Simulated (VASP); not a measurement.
Band structure of Al2CdS4 (sg82). Computed with PBEsol GGA, VASP's PBE PAW potentials (set 64) (plane waves; VASP).

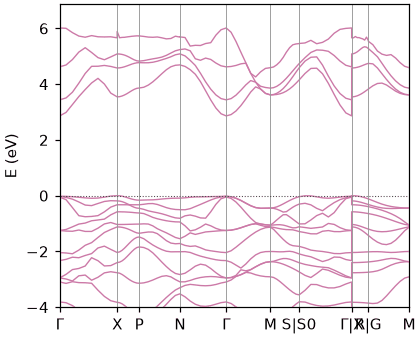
Figure. Bands along high-symmetry lines, zero at the valence-band maximum or, without a gap, the Fermi level

### Question
Read the plot: is there a gap, and where are the band edges?

### Answer
The gap is indirect, 2.86 eV, from the valence maximum at X to the conduction minimum at Γ. (Edges off the drawn lines would not show.)

The compound is Al2CdS4 in the sg82 structure. It was relaxed first.
